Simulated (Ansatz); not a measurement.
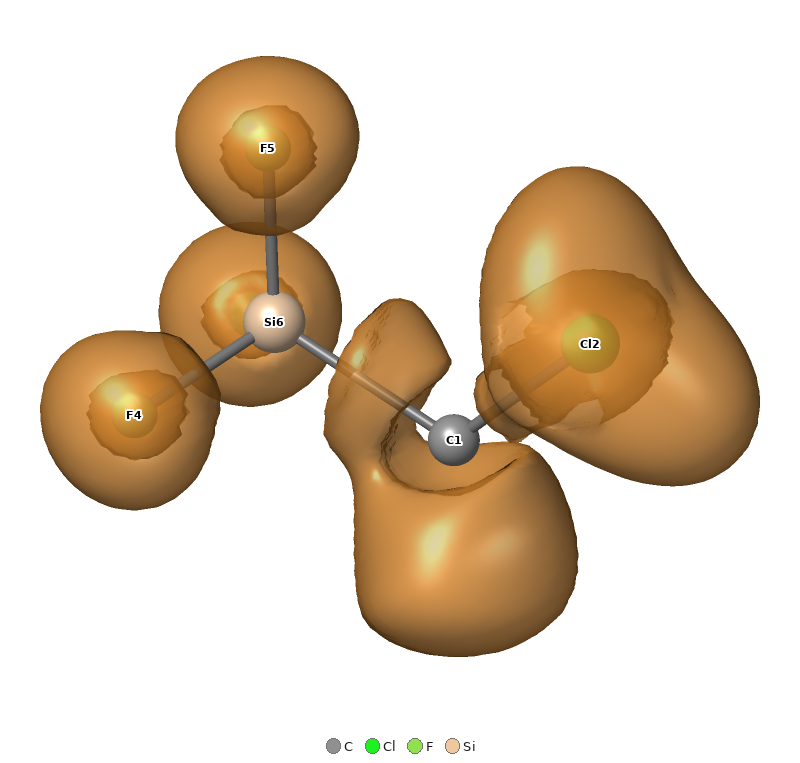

CClF3Si (SMILES F[Si-](F)(F)=[C+]Cl). Isosurface of the ELF at 0.75 (orange), seen at a tilt. Only the valence region is drawn (cores and ρ < 0.01 e/Å³ removed).

Geometry: r2SCAN-D4/def2-SVP.

These are results of Ansatz 0.2.0, isolated molecule in a Gaussian basis; Kohn-Sham density functional theory, functional PBE0, not measurements.

```xyz
6

C    -1.8272   -2.7692   -0.4981
Cl   -2.1221   -2.9222   -2.1500
F    -2.5340   -0.5900    1.1143
F     0.0121   -1.0294    0.7013
F    -1.4204    0.1534   -1.1002
Si   -1.4367   -0.9952    0.0212
```

**What do the ELF domains correspond to?**

The ELF exceeds this value in one region on C in which the atom's valence shell and bonds are merged, one region on Cl in which the atom's valence shell and bonds are merged and three regions wrapped around F (its lone pairs, merged into a ring or cap). Along the contacts the grid gives the following. Si–F (1.60 Å): the ELF peaks at about 0.85 in the valence shell of F, 0.6 Å from its nucleus, and is about 0.50 at the midpoint. C–Cl (1.68 Å): the ELF peaks at about 0.85 between the atoms (a covalent bond).
